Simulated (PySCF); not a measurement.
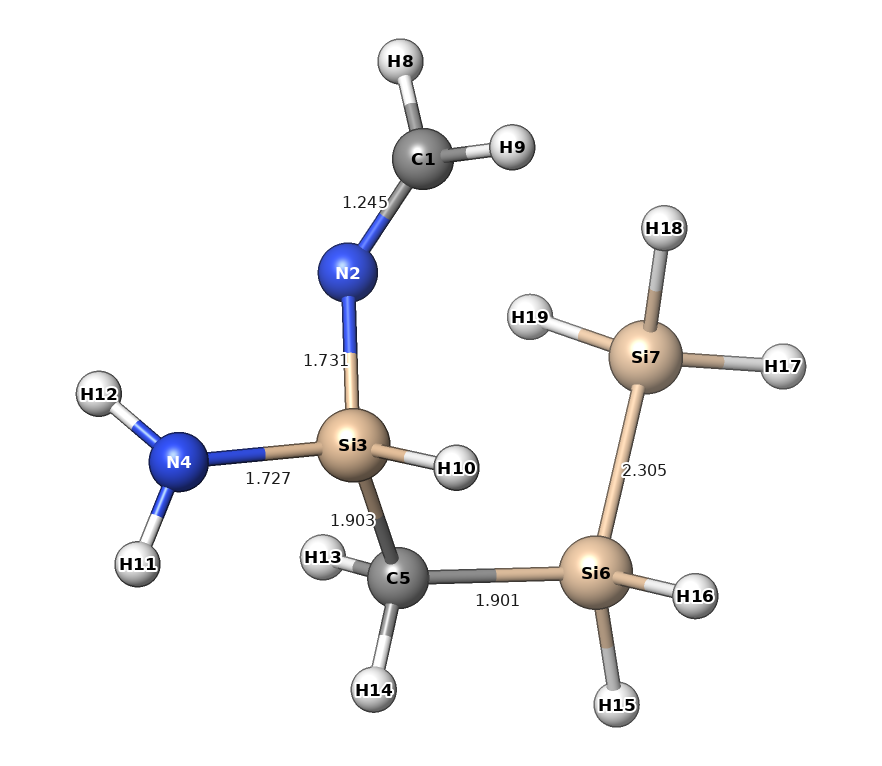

Bond lengths are marked in Å; every bond is drawn as one stick. Computed geometry: GFN2-xTB optimisation. No frequency run is at hand to confirm it as a minimum.

Assign a bond order to each marked bond.

Answer. C1–N2 double; N2–Si3 single; Si3–N4 single; Si3–C5 single; C5–Si6 single; Si6–Si7 single.

Give the structure as SMILES.

Answer. C=N[Si@@H](N)C[SiH2][SiH3]
